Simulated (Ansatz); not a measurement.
## What a change does: geometry relaxation on CuNH$_{3}$Cl

System: CuNH$_{3}$Cl.
Method of run A: RKS B3LYP-D4/def2-TZVPP (Ansatz 0.2.0).

Text and figures count atoms from 1; the logs count them from 0 in places.

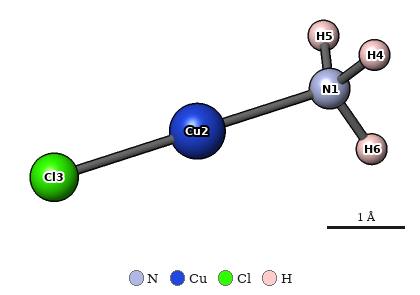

**Figure 1.** The structure as given in the input (ball-and-stick view, seen at a tilt; atoms are numbered from 1 in the order of the input). Sticks mark near contacts.

### The input, run A
```yaml
crystal:
  periodic: [false, false, false]
  atoms:
    - { symbol: "N", position_ang: [-2.22878968, 0.14373175, 0.00251674] }
    - { symbol: Cu, position_ang: [-0.30195325, 0.01951958, 0.00014823] }
    - { symbol: Cl, position_ang: [1.78412584, -0.11504367, -0.00242575] }
    - { symbol: H, position_ang: [-2.59983045, 0.48361257, 0.90309327] }
    - { symbol: H, position_ang: [-2.6816748, -0.76620018, -0.17397454] }
    - { symbol: H, position_ang: [-2.58209766, 0.78962994, -0.72012796] }
basis:
  gaussian: { orbitals: def2-TZVPP }
hamiltonian:
  xc: { name: B3LYP }
  dispersion: d4
relax:
  f_tol: 0.002
  max_steps: 150
```

Command:
```bash
ansatz run input.yaml --threads 4 --pin off --max-ram 10240MiB --backend cpu --events-out ev --progress --plain --runs-dir out
```

Hardware: 4 threads of Arm Neoverse N1, 98 GiB of memory available, shared host.

### Output, shortened to warnings, some set-up lines, iterations and results (run A)
```
[...]
mean field evaluation 1: about -58700.1465 eV, gradient 7.5e1 eV
mean field evaluation 2: about -58516.4074 eV, gradient 4.2e2 eV
mean field evaluation 4: about -58707.9275 eV, gradient 1.7e1 eV
mean field evaluation 8: about -58708.1829 eV, gradient 5.0e-2 eV
mean field evaluation 16: about -58708.2294 eV, gradient 5.5e-5 eV
relax step   1: F+E_penalty+E_count = -58708.37790564 eV  Δ(F+E_penalty+E_count) = +0.000e0 eV  max|allowed force component| = 1.011e0 eV/Å  Δτ_max = 0.0000 Å  (31 SCF iters, …
relax step   2: F+E_penalty+E_count = -58708.39347846 eV  Δ(F+E_penalty+E_count) = -1.557e-2 eV  max|allowed force component| = 4.751e-1 eV/Å  Δτ_max = 0.0092 Å  (34 SCF …
mean field evaluation 32: about -58708.2485 eV, gradient 2.2e-5 eV
relax step   3: F+E_penalty+E_count = -58708.39654787 eV  Δ(F+E_penalty+E_count) = -3.069e-3 eV  max|allowed force component| = 9.946e-2 eV/Å  Δτ_max = 0.0082 Å  (35 SCF …
relax step   4: F+E_penalty+E_count = -58708.39690221 eV  Δ(F+E_penalty+E_count) = -3.543e-4 eV  max|allowed force component| = 1.843e-2 eV/Å  Δτ_max = 0.0036 Å  (36 SCF …
relax step   5: F+E_penalty+E_count = -58708.39694876 eV  Δ(F+E_penalty+E_count) = -4.654e-5 eV  max|allowed force component| = 2.579e-3 eV/Å  Δτ_max = 0.0013 Å  (37 SCF …
relax step   6: F+E_penalty+E_count = -58708.39694983 eV  Δ(F+E_penalty+E_count) = -1.071e-6 eV  max|allowed force component| = 9.910e-5 eV/Å  Δτ_max = 0.0004 Å  (22 SCF …
mean field evaluation 64: about -58708.2022 eV, gradient 4.2e-1 eV
mean field -58708.24900367 eV, -2157.4883570043 hartree, gradient 3.4e-5 eV, S^2 0.000000; 1 other end points of the search recorded, 0 dependent functions left out
the calculation of the forces begins
reference -58708.24924717 eV, -2157.4883659529 hartree; 28, 28 occupied and 151, 151 virtual orbitals, 1218 factors
Total energy: -58708.39719333 eV, -2157.4938028739 hartree
Atom 0 at    -2.248296     0.144977     0.002538 Å, force    -0.000052     0.000001    -0.000000 eV/Å
Atom 1 at    -0.297456     0.019199     0.000137 Å, force    -0.000076     0.000004    -0.000000 eV/Å
Atom 2 at     1.793439    -0.115615    -0.002432 Å, force    -0.000043     0.000003     0.000000 eV/Å
Atom 3 at    -2.598113     0.480530     0.894612 Å, force     0.000054    -0.000037    -0.000095 eV/Å
Atom 4 at    -2.679245    -0.757505    -0.172309 Å, force     0.000065     0.000099     0.000019 eV/Å
Atom 5 at    -2.580548     0.783665    -0.713317 Å, force     0.000052    -0.000069     0.000076 eV/Å
Dipole moment:    -1.834614     0.118287     0.002257 e Å
```

Run B used a changed input.

### The two runs side by side

```tsv
quantity	run A	run B
outcome	converged	converged
total energy (hartree)	−2157.493803	−2157.347370
largest force (eV/Å)	0.000	0.001
basis functions	179	179
wall time (shared host)	28 s	32 s
```

What was changed in the input?

The change (lines with − go, lines with + come):
```diff
-  xc: { name: B3LYP }
+  xc: r2scan
```

The total energies belong to different methods, so their difference says nothing on which is more stable or more accurate. The functional changes from B3LYP to r2SCAN.

### Output, shortened to warnings, some set-up lines, iterations and results (run B)
```
[...]
mean field evaluation 1: about -58695.9540 eV, gradient 7.6e1 eV
mean field evaluation 2: about -58421.2895 eV, gradient 5.1e2 eV
mean field evaluation 4: about -58703.3421 eV, gradient 3.5e1 eV
mean field evaluation 8: about -58704.4097 eV, gradient 7.4e-2 eV
mean field evaluation 16: about -58704.3698 eV, gradient 1.2e-4 eV
relax step   1: F+E_penalty+E_count = -58704.39125355 eV  Δ(F+E_penalty+E_count) = +0.000e0 eV  max|allowed force component| = 6.221e-1 eV/Å  Δτ_max = 0.0000 Å  (33 SCF …
relax step   2: F+E_penalty+E_count = -58704.40994138 eV  Δ(F+E_penalty+E_count) = -1.869e-2 eV  max|allowed force component| = 2.286e-1 eV/Å  Δτ_max = 0.0231 Å  (35 SCF …
mean field evaluation 32: about -58704.3908 eV, gradient 1.2e-5 eV
relax step   3: F+E_penalty+E_count = -58704.41235494 eV  Δ(F+E_penalty+E_count) = -2.414e-3 eV  max|allowed force component| = 3.827e-2 eV/Å  Δτ_max = 0.0147 Å  (38 SCF …
relax step   4: F+E_penalty+E_count = -58704.41249582 eV  Δ(F+E_penalty+E_count) = -1.409e-4 eV  max|allowed force component| = 2.111e-2 eV/Å  Δτ_max = 0.0020 Å  (38 SCF …
relax step   5: F+E_penalty+E_count = -58704.41252973 eV  Δ(F+E_penalty+E_count) = -3.392e-5 eV  max|allowed force component| = 4.797e-3 eV/Å  Δτ_max = 0.0012 Å  (38 SCF …
relax step   6: F+E_penalty+E_count = -58704.41253024 eV  Δ(F+E_penalty+E_count) = -5.056e-7 eV  max|allowed force component| = 1.025e-3 eV/Å  Δτ_max = 0.0001 Å  (21 SCF …
mean field evaluation 64: about -58704.4293 eV, gradient 8.2e-1 eV
mean field -58704.39096459 eV, -2157.3465766832 hartree, gradient 3.0e-5 eV, S^2 0.000000; 1 other end points of the search recorded, 0 dependent functions left out
the calculation of the forces begins
reference -58704.39097883 eV, -2157.3465772067 hartree; 28, 28 occupied and 151, 151 virtual orbitals, 1131 factors
Total energy: -58704.41254448 eV, -2157.3473697297 hartree
Atom 0 at    -2.229564     0.143767     0.002515 Å, force    -0.000888     0.000055     0.000001 eV/Å
Atom 1 at    -0.315231     0.020332     0.000158 Å, force     0.001025    -0.000067    -0.000002 eV/Å
Atom 2 at     1.744808    -0.112469    -0.002371 Å, force    -0.000251     0.000018     0.000001 eV/Å
Atom 3 at    -2.582224     0.479405     0.894300 Å, force     0.000038    -0.000016    -0.000040 eV/Å
Atom 4 at    -2.663344    -0.758224    -0.172271 Å, force     0.000039     0.000041     0.000008 eV/Å
Atom 5 at    -2.564665     0.782440    -0.713102 Å, force     0.000037    -0.000030     0.000032 eV/Å
Dipole moment:    -1.797725     0.115905     0.002211 e Å
```
